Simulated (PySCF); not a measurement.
Consider C6H10AlN (SMILES C#CC[C](=C)[AlH][NH]C).

```yaml
atoms:
  - { symbol: C, position_ang: [-1.8305, 1.8639, -1.3732] }
  - { symbol: C, position_ang: [-1.9457, 1.0328, -0.5182] }
  - { symbol: C, position_ang: [-2.0540, -0.0142, 0.4768] }
  - { symbol: C, position_ang: [-1.0972, -1.1304, 0.1208] }
  - { symbol: C, position_ang: [-1.4954, -2.3983, 0.0511] }
  - { symbol: Al, position_ang: [0.7907, -0.8420, -0.4343] }
  - { symbol: N, position_ang: [1.6302, 0.7329, -0.4113] }
  - { symbol: C, position_ang: [3.0482, 1.0823, -0.4460] }
  - { symbol: H, position_ang: [-1.7582, 2.6088, -2.1084] }
  - { symbol: H, position_ang: [-3.0893, -0.3704, 0.5275] }
  - { symbol: H, position_ang: [-1.7813, 0.4024, 1.4527] }
  - { symbol: H, position_ang: [-0.7807, -3.1685, -0.2199] }
  - { symbol: H, position_ang: [-2.5030, -2.7384, 0.2581] }
  - { symbol: H, position_ang: [1.5194, -2.1252, -0.8821] }
  - { symbol: H, position_ang: [1.0660, 1.5805, -0.4061] }
  - { symbol: H, position_ang: [3.3418, 1.6486, 0.4444] }
  - { symbol: H, position_ang: [3.6336, 0.1634, -0.4781] }
  - { symbol: H, position_ang: [3.2967, 1.6781, -1.3302] }
```

Geometry: GFN2-xTB.

These are results of PBE0/pcSseg-1, SCF density, gas phase, non-relativistic in PySCF, not measurements.

> Predict the electron density and electron localisation function between the atoms.

C–N (1.46 Å): ρ at the midpoint is about 1.8 e/Å³; the ELF peaks at about 0.90 between the atoms; a covalent bond.
Al–N (1.78 Å): ρ at the midpoint is about 0.81 e/Å³; the ELF peaks at about 0.90 in the valence shell of N, 0.7 Å from its nucleus, and is about 0.60 at the midpoint.
C–Al (1.99 Å): the density is about 0.68 e/Å³ at the midpoint; the ELF peaks at about 0.95 between the atoms (a polar covalent bond).
C–C (1.33 Å): ρ is about 2.3 e/Å³ halfway; the ELF peaks at about 0.90 between the atoms: a short, multiple covalent bond.

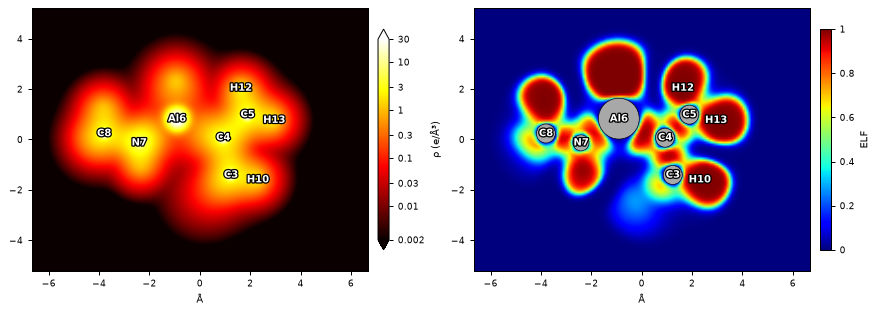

Computed electron density and electron localisation function on the plane of atoms C3, C4 and C5, in this order. Grey discs cover the atomic cores in the ELF map. 
